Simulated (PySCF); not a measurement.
## Electronic structure of C4H11NO3Si in real space

```xyz
20

C    -1.6997    1.2671    0.6870
N    -1.3639    0.1255   -0.1315
C    -2.4288   -0.2253   -1.0383
Si    0.2490   -0.2529   -0.5624
O     0.3862   -1.8091   -1.0125
O     1.0528    0.1081    0.8136
C     2.3890   -0.1918    1.0405
C     2.7344    0.0018    2.4925
O     3.8207   -0.1569    2.9707
H    -0.8714    1.4835    1.3530
H    -2.5897    1.0420    1.2803
H    -1.9092    2.1530    0.0769
H    -3.3302   -0.4776   -0.4731
H    -2.6706    0.6021   -1.7155
H    -2.1317   -1.0813   -1.6368
H     0.8678    0.3881   -1.7201
H    -0.0289   -2.5067   -0.5101
H     2.6156   -1.2280    0.7543
H     3.0401    0.4523    0.4344
H     1.8633    0.3165    3.0972
```

Geometry: GFN2-xTB.

Computed with PySCF, PBE0/pcSseg-1, SCF density, gas phase, non-relativistic.

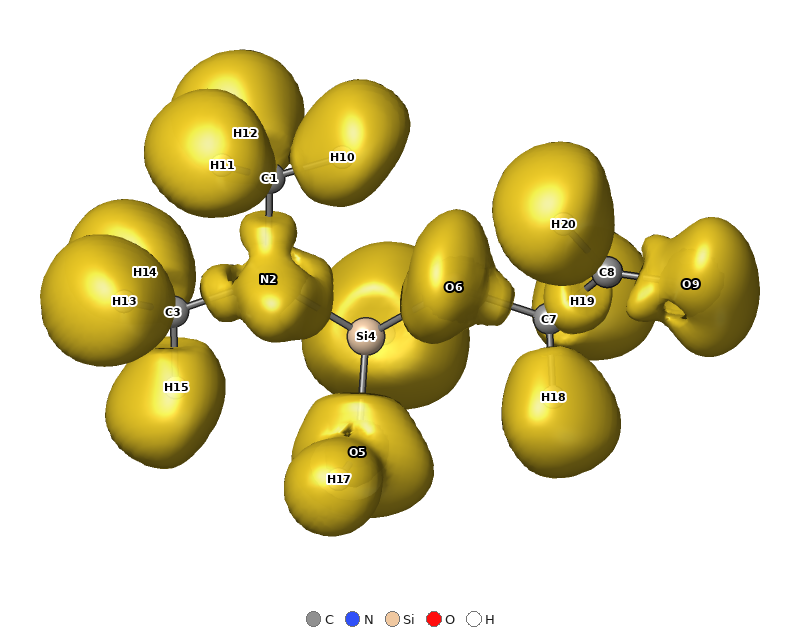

Figure 1. Isosurface of the ELF at 0.75 (yellow), seen at a tilt. Core shells and regions of very low density are left out.

**Identify the bonds, lone pairs and shells in this picture.**

The ELF exceeds this value in one region between bonded C–C atoms (shared pairs), ten regions around hydrogen nuclei, one region on N in which the atom's valence shell and bonds are merged, two regions on O in which the atom's valence shell and bonds are merged and one joined region spread over several atoms (H, O), in which their bonds and any lone pairs are merged. Along the contacts the grid gives the following. C–O (1.20 Å): the ELF peaks at about 0.85 between the atoms (a multiple bond). C–N (1.44 Å): the ELF peaks at about 0.90 between the atoms, as expected for a shared electron pair.

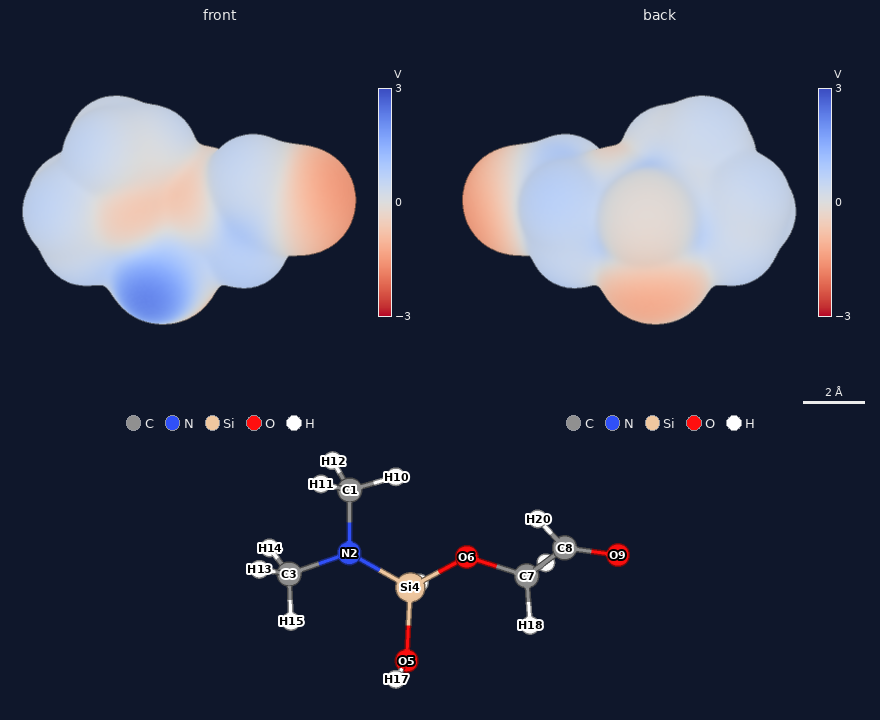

Figure 2. The molecular electrostatic potential painted on the density surface at 0.001 e/bohr³, seen from the front and from behind; red is negative and blue positive. The bare structure is drawn below in the same view.

**Describe the electrostatic potential map.**

The most negative region (about −1.4 V) lies over O9, the most positive (about +2.1 V) over H17. O9 is the likeliest acceptor of a hydrogen bond.

**What dipole moment does the calculation give?**

Its dipole moment is 3.18 D.
